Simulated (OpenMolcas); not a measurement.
# A workflow on C3H9Ga (trimethylgallium (TMGa))

We compute a single-point energy (HF/ANO-RCC-MB), then the energy (CASSCF(2,2)/ANO-RCC-VDZP), then an energy scan (CASPT2(2,2)/ANO-RCC-VDZP), then an energy scan (SC-NEVPT2(2,2)/ANO-RCC-VDZP), then the energy along one coordinate (MC-PDFT[tPBE](2,2)/ANO-RCC-VDZP) of C3H9Ga (trimethylgallium (TMGa)). 

The calculation is run with OpenMolcas 26.06.

### 1 The structure to begin with

The species is C3H9Ga (13 atoms), meant as a singlet with charge 0. As SMILES, `C[Ga](C)C`. Geometry: relaxed at PBE0-D4/def2-TZVP.

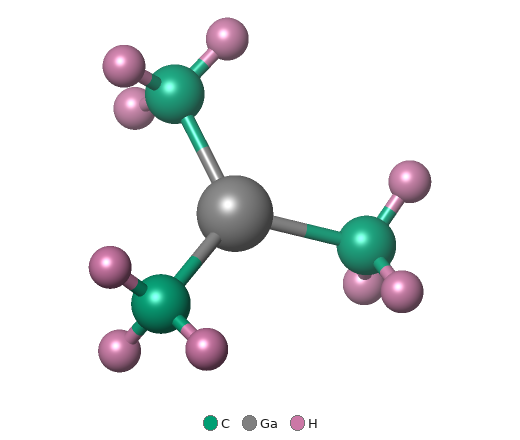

The structure, seen from a chosen angle (carbon teal, gallium grey, hydrogen pink).

### 2 A single-point energy at HF/ANO-RCC-MB (DKH2) (run 1)

mol.xyz

```xyz
13

C     -0.386610     1.662740    -0.990030
Ga     0.030950    -0.015220    -0.033330
C      1.404300    -0.017040     1.387570
C     -0.984810    -1.662120    -0.433110
H      0.495980     2.295540    -1.105570
H     -1.118900     2.235600    -0.410630
H     -0.822360     1.479540    -1.974110
H      2.207150     0.693340     1.179140
H      1.838150    -1.007150     1.540450
H      0.944020     0.286540     2.334210
H     -1.317660    -1.695390    -1.472580
H     -1.882270    -1.692900     0.194460
H     -0.407960    -2.563490    -0.216480
```

step1.input

```
&GATEWAY
 Coord=mol.xyz
 Basis=ANO-RCC-MB
 Group=NoSym

&SEWARD

&SCF
 PrOrbitals=0

&LOCALISATION
 Occupied
 Freeze
 Pipek-Mezey

&LOCALISATION
 FileOrb=$Project.LocOrb
 Virtual
 Pipek-Mezey
```

Started as:

```sh
$ export MOLCAS_MEM=1860
$ pymolcas step1.input > step1.log
```

Standard output:

```text
--- Start Module: gateway ---
[...]
--- Stop Module: gateway /rc=_RC_ALL_IS_WELL_ ---
[...]
      Basis functions           42
[...]
       Convergence after   8 Iterations
[...]
::    Total SCF energy                              -2060.8906532809
[...]
      Total spin, S                                     0.0000000000
[...]
      Total electronic charge=   58.000000
      Total            charge=   -0.000000
[...]
      Dipole Moment (debye):
      Origin of the operator (angstrom)=    0.0216   -0.0107   -0.0233
                   X= -3.2441E-02               Y=  1.7672E-02               Z=  3.5986E-02           Total=  5.1573E-02
      Quadrupole Moment (debye*angstrom):
[...]
--- Start Module: localisation ---
[...]
--- Stop Module: localisation /rc=_RC_ALL_IS_WELL_ ---
--- Start Module: localisation ---
[...]
--- Stop Module: localisation /rc=_RC_ALL_IS_WELL_ ---
[...]
```

It took 13 s on 1 thread of Arm Neoverse N1, shared host; peak memory 0.42 GiB.

### 3 The energy at CASSCF(2,2)/ANO-RCC-VDZP (DKH2, RICD fitting) (run 2)

mol.xyz is that of step 2.

step2.input

```
* C3H9Ga CASSCF

&GATEWAY
 Coord
 mol.xyz
 Basis
 ANO-RCC-MB
 Group
 NoSym

&SEWARD

&RASSCF
 FileOrb
 $CurrDir/step1.LocOrb
 Alter
 2
 1 20 29
 1 30 41
 Spin
 1
 Nactel
 2 0 0
 Inactive
 28
 Ras2
 2
 OrbListing
 Nothing
>>> COPY $Project.RunFile RUNFIL1
>>> COPY $Project.RasOrb INPORB

&GATEWAY
 Coord
 mol.xyz
 Basis
 ANO-RCC-VDZP
 Group
 NoSym
 RICD

&SEWARD
>>> COPY $Project.RunFile RUNFIL2

&EXPBAS

&RASSCF
 FileOrb
 $Project.ExpOrb
 Spin
 1
 Nactel
 2 0 0
 Inactive
 28
 Ras2
 2
 OrbListing
 Nothing
 OrbAppear
 Compact
```

Started as:

```sh
$ export MOLCAS_MEM=1860
$ pymolcas step2.input > step2.log
```

Standard output:

```text
--- Start Module: gateway ---
[...]
      Basis functions           42
[...]
      Number of active orbitals                  2
[...]
      Spin quantum number                      0.0
[...]
      Active orbitals                            2
[...]
      Number of CSFs                             3
[...]
      Number of root(s) required                 1
[...]
      Convergence after 10 iterations
[...]
      printout of CI-coefficients larger than  0.05 for root  1
      energy=   -2060.904924
      conf/sym  11     Coeff  Weight
             1  20   0.99554 0.99109
             3  02  -0.09438 0.00891
      Natural orbitals and occupation numbers for root  1
      sym 1:   1.982184   0.017816
      ************************************************************************************************************************
      *                                                    Final results                                                     *
[...]
::    RASSCF root number  1 Total energy:  -2060.90492436
[...]
      Basis functions          114
[...]
      Convergence after 12 iterations
[...]
      Natural orbitals and occupation numbers for root  1
      sym 1:   1.982894   0.017106
      ************************************************************************************************************************
      *                                                    Final results                                                     *
[...]
::    RASSCF root number  1 Total energy:  -2061.08810161
[...]
      Total electronic charge=   58.000000
      Total            charge=   -0.000000
[...]
      Dipole Moment (debye):
      Origin of the operator (angstrom)=    0.0216   -0.0107   -0.0233
                   X= -2.2478E-02               Y= -5.5996E-03               Z=  7.3903E-03           Total=  2.4315E-02
      Quadrupole Moment (debye*angstrom):
[...]
```

Wall time 35 s (1 thread of Arm Neoverse N1, shared host); peak memory 0.42 GiB.

### 4 An energy scan at CASPT2(2,2)/ANO-RCC-VDZP (DKH2, RICD fitting, ipea shift 0.25 Eh, pt2 variant SS) (run 3)

step3.input

```
* C3H9Ga CASPT2
>>> COPY $CurrDir/step2.RasOrb $Project.RasOrb
>>> ForEach K in (1, 2, 3, 4, 5, 6, 7, 8, 9)

&GATEWAY
 COORD=$CurrDir/point$K.xyz
 BASIS=ANO-RCC-VDZP
 GROUP=NoSym
 RICD

&SEWARD

&RASSCF
 FILEORB=$Project.RasOrb
 SPIN=1
 NACTEL=2 0 0
 INACTIVE=28
 RAS2=2
 ORBLISTING=Nothing
 ORBAPPEAR=Compact

&CASPT2
 IMAGINARY=0.2
 FROZEN=12
>>> EndDo
```

Started as:

```sh
$ export MOLCAS_MEM=1860
$ pymolcas step3.input > step3.log
```

Standard output:

```text
[...]
      Basis functions          114
[...]
      Number of active orbitals                  2
[...]
      Spin quantum number                      0.0
[...]
      Active orbitals                            2
[...]
      Number of CSFs                             3
[...]
      Number of root(s) required                 1
[...]
      Convergence after 11 iterations
[...]
      printout of CI-coefficients larger than  0.05 for root  1
      energy=   -2061.076876
      conf/sym  11     Coeff  Weight
             1  20   0.99702 0.99404
             3  02  -0.07718 0.00596
      Natural orbitals and occupation numbers for root  1
      sym 1:   1.988086   0.011914
      ************************************************************************************************************************
      *                                                    Final results                                                     *
[...]
::    RASSCF root number  1 Total energy:  -2061.07687647
[...]
::    CASPT2 Root  1     Total energy:  -2061.80409474
[...]
      Convergence after 10 iterations
[...]
      Natural orbitals and occupation numbers for root  1
      sym 1:   1.982901   0.017099
      ************************************************************************************************************************
      *                                                    Final results                                                     *
[...]
      Convergence after 12 iterations
[...]
      Convergence after 12 iterations
[...]
      Convergence after 11 iterations
[...]
::    RASSCF root number  1 Total energy:  -2060.93925180
[...]
::    CASPT2 Root  1     Total energy:  -2061.65253621
[...]
      Convergence after 11 iterations
[...]
::    RASSCF root number  1 Total energy:  -2060.92893049
[...]
      Reference weight:           0.82222
[...]
::    CASPT2 Root  1     Total energy:  -2061.64007455
[...]
```

Wall time 3.9 min (1 thread of Arm Neoverse N1, shared host); peak memory 0.24 GiB.

The scan, from its lowest point:

| H5–C1 (Å) | energy (kJ/mol) |
| --- | --- |
| 0.983 | 27.3 |
| 1.092 | 0.0 |
| 1.201 | 13.2 |
| 1.365 | 68.6 |
| 1.584 | 161.7 |
| 1.857 | 267.5 |
| 2.184 | 358.9 |
| 2.621 | 425.2 |
| 3.276 | 457.9 |

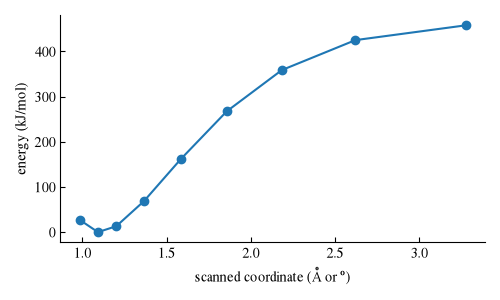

Energy along the scan.

### 5 An energy scan at SC-NEVPT2(2,2)/ANO-RCC-VDZP (DKH2, RICD fitting, pt2 variant SC-NEVPT2) (run 4)

step4.inp

```
* C3H9Ga NEVPT2
>>> COPY $CurrDir/step2.RasOrb $Project.RasOrb
>>> ForEach K in (1, 2, 3, 4, 5, 6, 7, 8, 9)

&GATEWAY
  Coord
  $CurrDir/point$K.xyz
  Basis
  ANO-RCC-VDZP
  Group
  NoSym
  RICD

&SEWARD

&RASSCF
  FileOrb
  $Project.RasOrb
  Spin
  1
  Nactel
  2 0 0
  Inactive
  28
  Ras2
  2
  OrbListing
  Nothing
  OrbAppear
  Compact

&CASPT2
  SC-NEVPT2
  Frozen
  12
>>> EndDo
```

Started as:

```sh
$ export MOLCAS_MEM=1860
$ pymolcas step4.inp > step4.log
```

Standard output:

```text
--- Start Module: gateway ---
[...]
      Basis functions          114
[...]
      Number of active orbitals                  2
[...]
      Spin quantum number                      0.0
[...]
      Active orbitals                            2
[...]
      Number of CSFs                             3
[...]
      Number of root(s) required                 1
[...]
      Convergence after 11 iterations
[...]
      printout of CI-coefficients larger than  0.05 for root  1
      energy=   -2061.076876
      conf/sym  11     Coeff  Weight
             1  20   0.99702 0.99404
             3  02  -0.07718 0.00596
      Natural orbitals and occupation numbers for root  1
      sym 1:   1.988086   0.011914
      ************************************************************************************************************************
      *                                                    Final results                                                     *
[...]
::    RASSCF root number  1 Total energy:  -2061.07687647
[...]
::    SC-NEVPT2 Root  1     Total energy:  -2061.80099791
[...]
      Convergence after 10 iterations
[...]
      Natural orbitals and occupation numbers for root  1
      sym 1:   1.982901   0.017099
      ************************************************************************************************************************
      *                                                    Final results                                                     *
[...]
      Convergence after 12 iterations
[...]
      Convergence after 12 iterations
[...]
      Convergence after 11 iterations
[...]
::    RASSCF root number  1 Total energy:  -2060.93925180
[...]
::    SC-NEVPT2 Root  1     Total energy:  -2061.64984748
[...]
      Convergence after 11 iterations
[...]
::    RASSCF root number  1 Total energy:  -2060.92893049
[...]
::    SC-NEVPT2 Root  1     Total energy:  -2061.63761874
[...]
```

Run time: 3.6 min. Hardware: 1 thread of Arm Neoverse N1, shared host; peak memory 0.24 GiB.

The scan, from its lowest point:

| H5–C1 (Å) | energy (kJ/mol) |
| --- | --- |
| 0.983 | 28.4 |
| 1.092 | 0.0 |
| 1.201 | 12.1 |
| 1.365 | 66.4 |
| 1.584 | 159.1 |
| 1.857 | 265.6 |
| 2.184 | 358.1 |
| 2.621 | 425.3 |
| 3.276 | 457.4 |

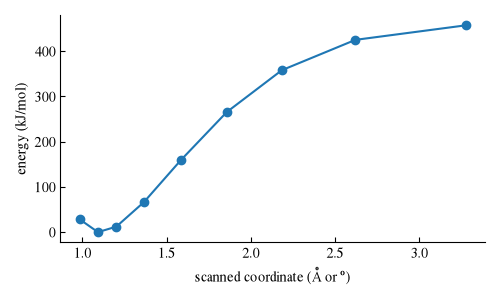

Energy along the scan.

### 6 An energy scan at MC-PDFT[tPBE](2,2)/ANO-RCC-VDZP (DKH2, RICD fitting) (run 5)

step5.inp

```
>>> COPY $CurrDir/step2.RasOrb $Project.RasOrb
>>> ForEach K in (1, 2, 3, 4, 5, 6, 7, 8, 9)

&GATEWAY
  Coord=$CurrDir/point$K.xyz
  Basis=ANO-RCC-VDZP
  Group=NoSym
  RICD

&SEWARD

&RASSCF
  FileOrb=$Project.RasOrb
  Spin=1
  Nactel=2 0 0
  Inactive=28
  Ras2=2
  OrbListing=Nothing
  OrbAppear=Compact

&MCPDFT
  KSDFT=T:PBE
>>> EndDo
```

Started as:

```sh
$ export MOLCAS_MEM=1860
$ pymolcas step5.inp > step5.log
```

Standard output:

```text
--- Start Module: gateway ---
[...]
      Basis functions          114
[...]
      Number of active orbitals                  2
[...]
      Spin quantum number                      0.0
[...]
      Active orbitals                            2
[...]
      Number of CSFs                             3
[...]
      Number of root(s) required                 1
[...]
      Convergence after 11 iterations
[...]
      printout of CI-coefficients larger than  0.05 for root  1
      energy=   -2061.076876
      conf/sym  11     Coeff  Weight
             1  20   0.99702 0.99404
             3  02  -0.07718 0.00596
      Natural orbitals and occupation numbers for root  1
      sym 1:   1.988086   0.011914
      ************************************************************************************************************************
      *                                                    Final results                                                     *
[...]
::    RASSCF root number  1 Total energy:  -2061.07687647
[...]
::    MCPDFT root number  1 Total energy:  -2063.14380693
[...]
      Convergence after 10 iterations
[...]
      Natural orbitals and occupation numbers for root  1
      sym 1:   1.982901   0.017099
      ************************************************************************************************************************
      *                                                    Final results                                                     *
[...]
      Convergence after 12 iterations
[...]
      Convergence after 12 iterations
[...]
      Convergence after 11 iterations
[...]
::    RASSCF root number  1 Total energy:  -2060.93925180
[...]
::    MCPDFT root number  1 Total energy:  -2062.98310500
[...]
      Convergence after 11 iterations
[...]
::    RASSCF root number  1 Total energy:  -2060.92893049
[...]
::    MCPDFT root number  1 Total energy:  -2062.96961569
[...]
```

Wall time 4.3 min (1 thread of Arm Neoverse N1, shared host); peak memory 0.24 GiB.

The scan, from its lowest point:

| H5–C1 (Å) | energy (kJ/mol) |
| --- | --- |
| 0.983 | 27.0 |
| 1.092 | 0.0 |
| 1.201 | 13.0 |
| 1.365 | 68.3 |
| 1.584 | 162.9 |
| 1.857 | 273.3 |
| 2.184 | 373.1 |
| 2.621 | 448.9 |
| 3.276 | 484.4 |

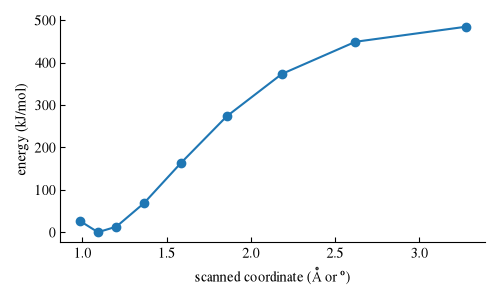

Energy along the scan.

### 7 Results

| quantity | value |
| --- | --- |
| run 1, HF/ANO-RCC-MB: total energy | -2060.89065 Eh |
| run 1, HF/ANO-RCC-MB: dipole moment | 0.05 D |
| run 1, HF/ANO-RCC-MB: HOMO energy | -11.27 eV |
| run 1, HF/ANO-RCC-MB: LUMO energy | 2.24 eV |
| run 1, HF/ANO-RCC-MB: HOMO–LUMO gap | 13.51 eV |
| run 2, CASSCF(2,2)/ANO-RCC-VDZP: total energy | -2061.08810 Eh |
| run 2, CASSCF(2,2)/ANO-RCC-VDZP: dipole moment (CASSCF density) | 0.02 D |
| run 3, CASPT2(2,2)/ANO-RCC-VDZP: lowest energy of the scan | -2061.81449 Eh |
| run 4, SC-NEVPT2(2,2)/ANO-RCC-VDZP: lowest energy of the scan | -2061.81182 Eh |
| run 5, MC-PDFT[tPBE](2,2)/ANO-RCC-VDZP: lowest energy of the scan | -2063.15410 Eh |

**Reading.** Mulliken charges (run 1, HF/ANO-RCC-MB) run from -0.74 on C4 to +1.05 on Ga2; they depend strongly on the basis. Mulliken charges (run 2, CASSCF(2,2)/ANO-RCC-VDZP) run from -0.28 on C3 to +1.22 on Ga2; they depend strongly on the basis.
